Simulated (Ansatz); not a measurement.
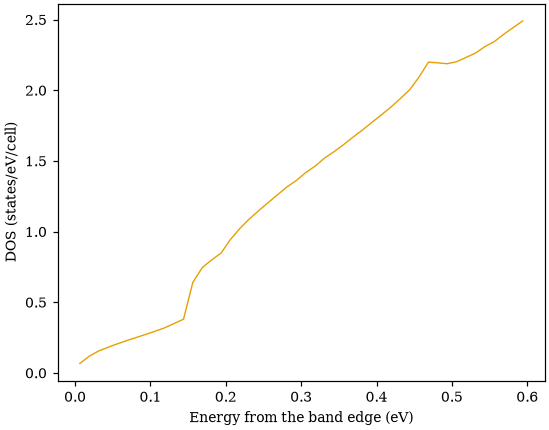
Density of states of GaSe (P6_3/mmc) above the conduction band minimum, PBEsol+D3BJ, rigid bands run with Ansatz (an electronic-structure program); cell volume 184.4 Å³.

Question: What effective density of states at 300 K does this give (∫ g(E) exp(−E/k_BT) dE, both spins, divided by the cell's size)?

Answer: 1.8e19 cm⁻³, a density-of-states mass of 0.80 mₑ, valleys and band degeneracy included.

Spin-orbit coupling is left out. Geometry: cell and atoms relaxed with PBEsol+D3(BJ).

PBEsol with a dispersion correction tends to overbind, so the cell can be several per cent short, in bad cases over ten, which usually narrows a gap: GaSe (P6_3/mmc).
